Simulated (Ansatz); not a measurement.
Consider Cl$_{2}$Si$_{2}$ (SMILES [Cl+]1[Si-]2[Cl+][Si-]12).

Input

```
crystal:
  periodic: [false, false, false]
  atoms:
    - {symbol: Cl, position_ang: [0.914227, 1.741340, 0.300177]}
    - {symbol: Cl, position_ang: [0.464655, -1.225092, -0.682753]}
    - {symbol: Si, position_ang: [-0.278804, -0.068242, 1.234961]}
    - {symbol: Si, position_ang: [-0.836170, 0.730544, -0.917586]}
basis:
  gaussian: {orbitals: def2-TZVPD}
hamiltonian: {xc: pbe0}
output: {forces: true, orbitals: {seedname: orbitals}}
```

Run with:

```sh
ansatz run input.yaml --threads 1 --pin off --max-ram 2610MiB --events-out events.jsonl --progress --plain --runs-dir runs
```

Geometry: r2SCAN-D4/def2-SVP.

All numbers below come from isolated molecule in a Gaussian basis; Kohn-Sham density functional theory, functional PBE0 (Ansatz).

### What will maps of the electron density and electron localisation function show?

Si–Cl (2.36 Å): the density is about 0.5 e/Å³ at the midpoint, with its minimum of 0.39 e/Å³ about 0.9 Å from Si; the ELF peaks at about 0.80 in the valence shell of Cl, 0.8 Å from its nucleus, and is about 0.65 at the midpoint.
Si–Si (2.36 Å): ρ is about 0.56 e/Å³ halfway; the ELF peaks at about 0.90 between the atoms: a shared electron pair.

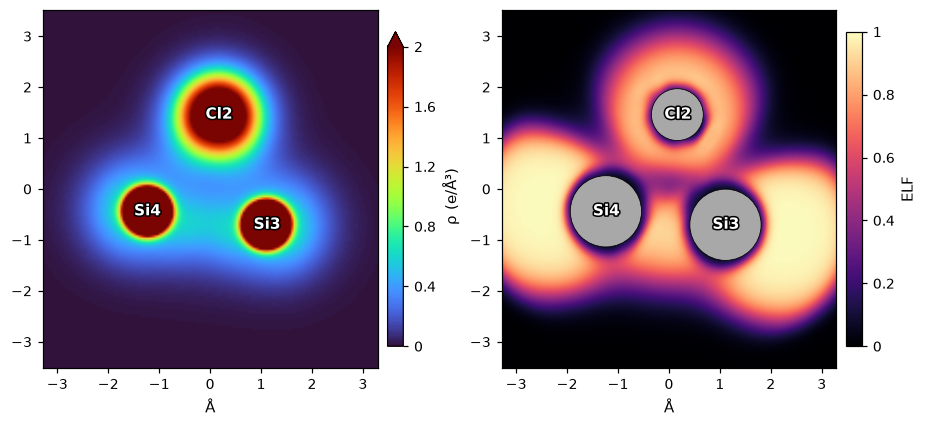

Computed electron density and electron localisation function on the plane of atoms Cl2, Si3 and Si4, in this order. Grey discs cover the atomic cores in the ELF map. 
